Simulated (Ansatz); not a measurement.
H2···CH6Si

| atom | x (Å) | y (Å) | z (Å) |
| --- | --- | --- | --- |
| H | -0.1285 | 0.4314 | -2.6770 |
| H | 0.1881 | -0.1685 | -2.9885 |
| C | -0.2955 | -0.9774 | 0.7204 |
| Si | 0.2510 | 0.8111 | 0.6972 |
| H | -0.3156 | -1.3890 | -0.2909 |
| H | -1.2971 | -1.0713 | 1.1459 |
| H | 0.3866 | -1.5831 | 1.3210 |
| H | 1.6162 | 0.9393 | 0.1198 |
| H | 0.2731 | 1.3722 | 2.0754 |
| H | -0.6783 | 1.6353 | -0.1232 |

Geometry: PBE0-D4/def2-TZVP.

The calculation used RKS PBE0-D4/def2-TZVPPD in Ansatz.

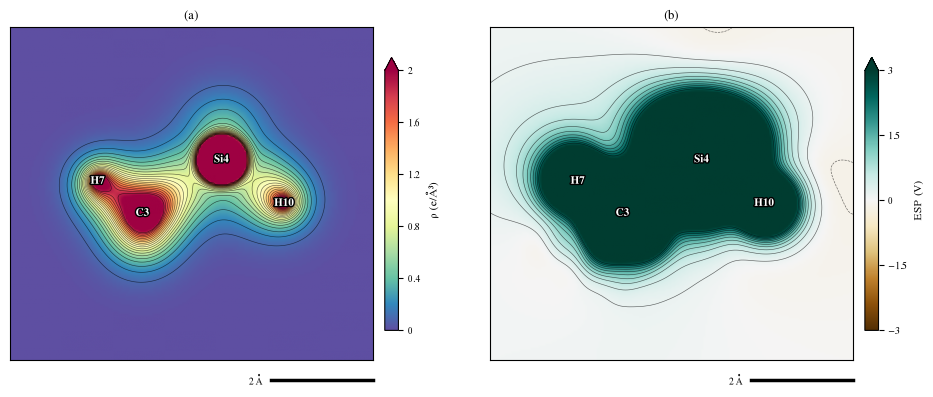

Figure 1. (a) total electron density; (b) electrostatic potential on the plane of atoms Si4, C3 and H7.

Read the bonding off the picture.

Answer. The section cuts through C, Si and H sites. C–Si (1.87 Å): the density is about 0.97 e/Å³ at the midpoint. C–H (1.09 Å): the density is about 1.9 e/Å³ at the midpoint. Si–H (1.49 Å): ρ is about 0.8 e/Å³ halfway. The potential has no marked negative region in this plane.

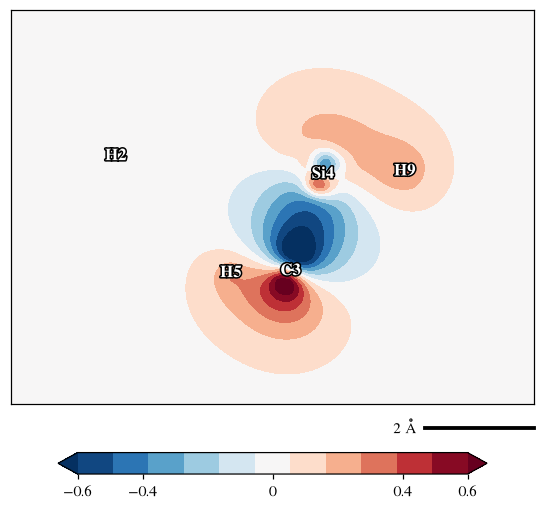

Figure 2. The HOMO on the plane of atoms Si4, C3 and H5 (values in Å⁻³ᐟ²; the overall sign is arbitrary).

Describe this orbital and give its energy.

Answer. By Hirshfeld shares it lies mainly on C3 (about 45 %) and Si4 (about 30 %). Its energy is −9.22 eV.
